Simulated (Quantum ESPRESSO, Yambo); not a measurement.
# How the form of the self-energy moves the gap of TiO2 (Anatase), part 2 of 2

How much does the gap of TiO2 (Anatase) depend on the approximation to the self-energy?

Quantum ESPRESSO 7.5 and Yambo 5.3.0; PBE and many-body steps on it, plane waves. Known limits of the many-body steps: not at the basis limit.

So far. Step 2 (Empty states on the mesh, 4×4×4 mesh, 461 bands): On this mesh the gap is 2.189 eV. Step 4 (G0W0, Godby-Needs plasmon pole): The gap on the mesh goes from 2.19 eV to 3.66 eV, a correction of +1.48 eV.

## Step 5: One-shot COHSEX

This step: one-shot COHSEX on PBE, plane waves, norm-conserving pseudopotentials.

Contents of gw4.in:

```
HF_and_locXC
gw0
dyson
cohsex
em1s
rim_cut
RandQpts= 1000000
RandGvec= 1 RL
EXXRLvcs= 76 Ry
VXCRLvcs= 304 Ry
Chimod= "HARTREE"
% BndsRnXs
 1 | 202 |
%
NGsBlkXs= 13 Ry
% LongDrXs
 1 | 1 | 1 |
%
% GbndRnge
 1 | 202 |
%
DysSolver= "n"
ExtendOut
% QPkrange
 3 | 3 | 23 | 26 |
 1 | 1 | 23 | 26 |
 9 | 9 | 23 | 26 |
%
```

Command:

```
$ OMP_NUM_THREADS=1 mpirun -n 8 yambo -F gw4.in -J gw4 -C gw4 > gw4.log
```

Output:

```text
 Yambo, version 5.3.0

 [02] CORE Variables Setup
 =========================

  [... cell, symmetries and grids as in the set-up ...]

  [02.05] Energies & Occupations
  ==============================

  [X] === General ===
  [X] Electronic Temperature                        :  0.000000  0.000000 [eV K]
  [X] Bosonic    Temperature                        :  0.000000  0.000000 [eV K]
  [X] Finite Temperature mode                       : no
  [X] El. density                                   :  0.70458E+24 [cm-3]
  [X] Fermi Level                                   :  7.297606 [eV]

  [X] === Gaps and Widths ===
  [X] Conduction Band Min                           :  2.188734 [eV]
  [X] Valence Band Max                              :  0.000000 [eV]
  [X] Filled Bands                                  :  24
  [X] Empty Bands                                   :    25   461
  [X] Direct Gap                                    :  2.491719 [eV]
  [X] Direct Gap localized at k                     :   9
  [X] Indirect Gap                                  :  2.188734 [eV]
  [X] Indirect Gap between kpts                     :  3  1
  [X] Last valence band width                       :  0.810353 [eV]
  [X] 1st conduction band width                     :  1.464956 [eV]

 [03] Transferred momenta grid and indexing
 ==========================================

 IBZ Q-points                                      :  13
 BZ  Q-points                                      :   64

 K/Q-points units:
 rlu = crystal or reduced units; cc = cartesian coordinates; iku = interal k-units

 Q [ 1]         [rlu]:  0.000000  0.000000  0.000000
 Q [ 2]         [rlu]:  0.55297E-17  0.72474E-16  0.25000
 Q [ 3]         [rlu]: -0.74239E-16 -0.81769E-16 -0.50000
[...]
NLCC RL compoments                               :   41149

 [xc] E_xc :  -28.61523 [Ha]
      E_xc :  -57.23046 [Ry]

  Local XC kind (lXC) : Perdew, Burke & Ernzerhof(X)+Perdew, Burke & Ernzerhof(C)
  Non-Local XC kind (nlXC) : Hartree-Fock

  Corrections @ K [1] :  [eV]
 <23|nlXC|23> = -24.44653 -0.31009E-17 <23|lXC|23> = -19.55036 -0.37763E-15
 <24|nlXC|24> = -24.44656 -0.46297E-17 <24|lXC|24> = -19.55036 -0.89997E-24
 <25|nlXC|25> = -11.85498  0.56827E-18 <25|lXC|25> = -19.33989 -0.37763E-15
[...]
Corrections @ K [3] :  [eV]
[...]
Corrections @ K [9] :  [eV]
[...]
<25|nlXC|25> = -11.88004 -0.90318E-18 <25|lXC|25> = -19.48808  0.75527E-15
 <26|nlXC|26> = -12.06418  0.31388E-19 <26|lXC|26> = -20.30967  0.37763E-15

 [08] Dyson equation: Newton solver
 ==================================

 [Newton] Sc step       :  0.100000 [eV]
 [Newton] Sc steps      :  1

  [08.01] G0W0 (COHSEX)
  =====================

  [  GW  ] Bands range     :   1  26

  QP @ state[ 1 ] K range:  1  1
  QP @ state[ 1 ] b range:  23  26
  QP @ state[ 2 ] K range:  3  3
  QP @ state[ 2 ] b range:  23  26
  QP @ state[ 3 ] K range:   9   9
  QP @ state[ 3 ] b range:  23  26

   Sc Empty Bands                                   : no
   Sc bands terminator                              : no
   Sx RL components                                 :   5133

   QP @ state[ 1 ] K range                          :  1  1
   QP @ state[ 1 ] b range                          :  23  26
   QP @ state[ 2 ] K range                          :  3  3
   QP @ state[ 2 ] b range                          :  23  26
   QP @ state[ 3 ] K range                          :   9   9
   QP @ state[ 3 ] b range                          :  23  26
   GF WF`s kind                                     : Perdew, Burke & Ernzerhof(X)+Perdew, Burke & Ernzerhof(C)
   Xs energies kind                                 : Perdew, Burke & Ernzerhof(X)+Perdew, Burke & Ernzerhof(C)
   Xs WF`s kind                                     : Perdew, Burke & Ernzerhof(X)+Perdew, Burke & Ernzerhof(C)

 [11] Game Over & Game summary
```

Wall time 5.8 min (8 MPI ranks of Arm Neoverse V2, shared host); peak memory 8 GiB.

Numbers from this step:

```yaml
quasiparticle_gap_on_the_points_computed: 4.189 eV
starting_gap_on_the_mesh: 2.189 eV
k_of_the_valence_top: 0, 0, -0.5
k_of_the_conduction_bottom: 0, 0, 0
least_direct_quasiparticle_gap_on_the_computed_points: 4.548 eV
z_at_the_valence_top: 1
z_at_the_conduction_bottom: 1
```

Against G0W0 in Yambo (4×4×4 mesh, 202 bands, screening to 176.9 eV, Godby-Needs plasmon pole), the gap moves by +0.524 eV.

## Step 6: One-shot Hartree-Fock

This step: one-shot Hartree-Fock on PBE, plane waves, norm-conserving pseudopotentials.

Contents of gw5.in:

```
HF_and_locXC
rim_cut
RandQpts= 1000000
RandGvec= 1 RL
EXXRLvcs= 76 Ry
VXCRLvcs= 304 Ry
% QPkrange
 3 | 3 | 23 | 26 |
 1 | 1 | 23 | 26 |
 9 | 9 | 23 | 26 |
%
```

Command:

```
$ OMP_NUM_THREADS=1 mpirun -n 8 yambo -F gw5.in -J gw5 -C gw5 > gw5.log
```

Output:

```text
 Yambo, version 5.3.0

 [02] CORE Variables Setup
 =========================

  [... cell, symmetries and grids as in the set-up ...]

  [02.05] Energies & Occupations
  ==============================

  [X] === General ===
  [X] Electronic Temperature                        :  0.000000  0.000000 [eV K]
  [X] Bosonic    Temperature                        :  0.000000  0.000000 [eV K]
  [X] Finite Temperature mode                       : no
  [X] El. density                                   :  0.70458E+24 [cm-3]
[...]
Local XC kind (lXC) : Perdew, Burke & Ernzerhof(X)+Perdew, Burke & Ernzerhof(C)
  Non-Local XC kind (nlXC) : Hartree-Fock

  Corrections @ K [1] :  [eV]
 <23|nlXC|23> = -24.44653 -0.31009E-17 <23|lXC|23> = -19.55036 -0.37763E-15
 <24|nlXC|24> = -24.44656 -0.46297E-17 <24|lXC|24> = -19.55036 -0.89997E-24
 <25|nlXC|25> = -11.85498  0.56826E-18 <25|lXC|25> = -19.33989 -0.37763E-15
[...]
Corrections @ K [3] :  [eV]
[...]
Corrections @ K [9] :  [eV]
[...]
<25|nlXC|25> = -11.88004 -0.90317E-18 <25|lXC|25> = -19.48808  0.75527E-15
 <26|nlXC|26> = -12.06418  0.31373E-19 <26|lXC|26> = -20.30967  0.37763E-15

 [08] Game Over & Game summary
```

Elapsed: 18 s, on 8 MPI ranks; peak memory 8 GiB.

Numbers from this step:

```yaml
quasiparticle_gap_on_the_mesh: 14.43 eV
starting_gap_on_the_mesh: 2.189 eV
k_of_the_valence_top: 0, 0, -0.5
k_of_the_conduction_bottom: 0, 0, 0
least_direct_quasiparticle_gap_on_the_computed_points: 14.79 eV
```

Against G0W0 in Yambo (4×4×4 mesh, 202 bands, screening to 176.9 eV, Godby-Needs plasmon pole), the gap moves by +10.765 eV.

## Step 7: The runs together

Times are wall times on 8 MPI ranks of Arm Neoverse V2, shared host, good to a factor of about two.

```csv
run,mesh,bands,screening cutoff (eV),DFT gap (eV),gap on the mesh (eV),direct (eV),time
"G0W0, Godby-Needs plasmon pole",4×4×4,202,176.9,2.189,3.665,3.999,8.8 min
one-shot COHSEX,4×4×4,202,176.9,2.189,4.189,4.548,5.8 min
one-shot Hartree-Fock,4×4×4,-,-,2.189,14.430,14.787,18 s
```

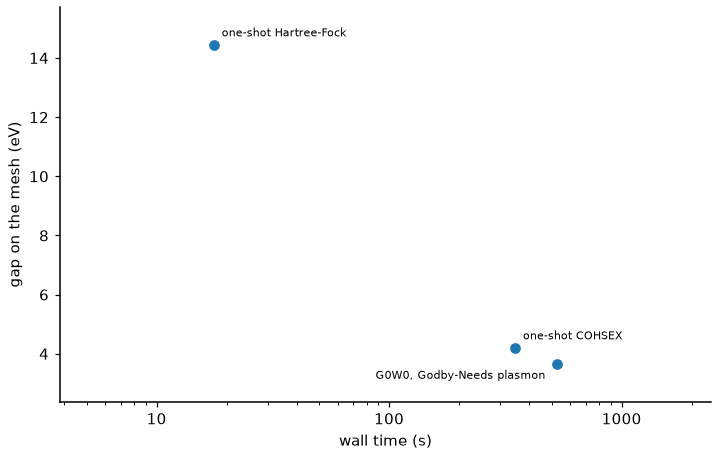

Result against wall time.

## Step 8: Outcome

- G0W0, Godby-Needs plasmon pole: 3.665 eV
- one-shot COHSEX: 4.189 eV
- one-shot Hartree-Fock: 14.430 eV
- known limits: not at the basis limit

**Reading.** One-shot COHSEX: +0.524 eV against G0W0, Godby-Needs plasmon pole. One-shot Hartree-Fock: +10.765 eV against G0W0, Godby-Needs plasmon pole. Bare exchange alone opens the gap to 14.43 eV; against G0W0, correlation takes back 10.76 eV. Static COHSEX lies above G0W0: it lacks the factor Z and overstates the Coulomb hole of the filled states. Against experiment, by G0W0, Godby-Needs plasmon pole: the gap of 3.66 eV lies +0.38 eV from the measured 3.28 ± 0.13 eV (indirect, on SiO2 (quartz particles), 2024); the gap of 3.66 eV lies +0.45 eV from the measured 3.21 eV (optical, 2024); the direct gap of 4.00 eV lies +0.82 eV from the measured 3.18 ± 0.03 eV (direct, 300 K, 2022); the direct gap of 4.00 eV lies +0.02 eV from the measured 3.98 eV (electronic, quoted 2020); the gap of 3.66 eV lies +0.49 eV from the measured 3.17 eV (kind not stated, 2020). An exciton line or allowed optical edge lies below the quasiparticle gap by the binding energy; a forbidden edge can push the onset above it. These are gaps on the mesh, at modest bands and cutoff. The calculation has static nuclei and no excitons; a measured gap holds zero-point and thermal motion, which mostly lowers it. Bands and cutoff are finite, so the gap is not at the basis limit. The miss can reach some tenths of an eV and take either sign; the mesh is an error of its own.

[Paths, hosts, dates, memory and timing lines, banners, echoed tables and standing remarks are left out of the program output.]

[Logs are printed without paths, hosts, clocks, repeated set-up lines and the standing remarks that a program may print on its own settings, such as how far it seeks lower states.]

[Runs of the session that timed out or met a known fault of the program may be left out.]

[Hosts, paths, dates, database ids (printed as entryN), source tags and the programs' standing remarks are cut or masked in the printed files.]
